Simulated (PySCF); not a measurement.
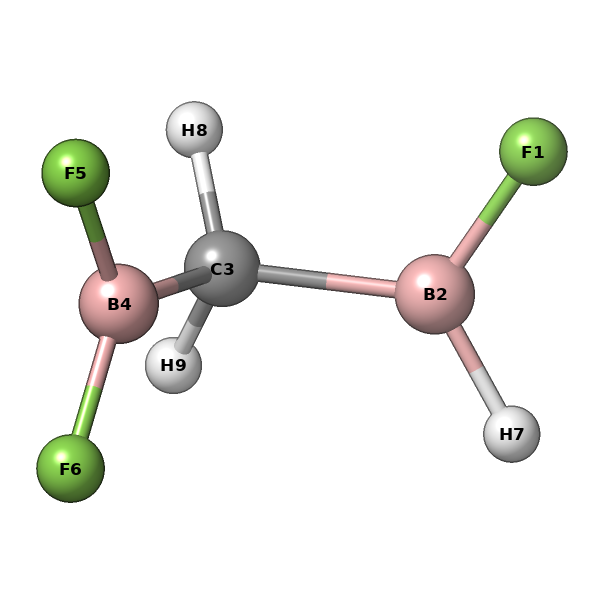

Computed geometry: GFN2-xTB optimisation. No frequency run is at hand to confirm it as a minimum. Properties computed with B3LYP/pcJ-1 indirect spin-spin coupling, non-relativistic, gas phase (PySCF 2.14.0). Isotopes: 11B, 13C, 19F, 1H.

Give the spin–spin coupling constants of these pairs, with the number of bonds between them: F1/B2, B2/H7, B2/C3, F1/H7, B2/B4, B2/H8, C3/F6, B4/H8, B4/H9, F5/F6, B2/F6, B4/H7, F6/H9, H7/H8.

```json
{"pair": "F1, B2", "bonds apart": "1", "J (Hz)": "−175.3"}
{"pair": "B2, H7", "bonds apart": "1", "J (Hz)": "164.4"}
{"pair": "B2, C3", "bonds apart": "1", "J (Hz)": "47.5"}
{"pair": "F1, H7", "bonds apart": "2", "J (Hz)": "67.0"}
{"pair": "B2, B4", "bonds apart": "2", "J (Hz)": "−0.9"}
{"pair": "B2, H8", "bonds apart": "2", "J (Hz)": "−8.4"}
{"pair": "C3, F6", "bonds apart": "2", "J (Hz)": "23.5"}
{"pair": "B4, H8", "bonds apart": "2", "J (Hz)": "−10.5"}
{"pair": "B4, H9", "bonds apart": "2", "J (Hz)": "−10.3"}
{"pair": "F5, F6", "bonds apart": "2", "J (Hz)": "−207.4"}
{"pair": "B2, F6", "bonds apart": "3", "J (Hz)": "2.4"}
{"pair": "B4, H7", "bonds apart": "3", "J (Hz)": "−0.5"}
{"pair": "F6, H9", "bonds apart": "3", "J (Hz)": "0.8"}
{"pair": "H7, H8", "bonds apart": "3", "J (Hz)": "3.8"}
```

Density functionals are unreliable for couplings to fluorine, so those rows may be far off.

The geometry is semi-empirical. Around B such bond lengths and angles can be off by a tenth of an ångström or more and by several degrees, and values that hang on the shape move with them.
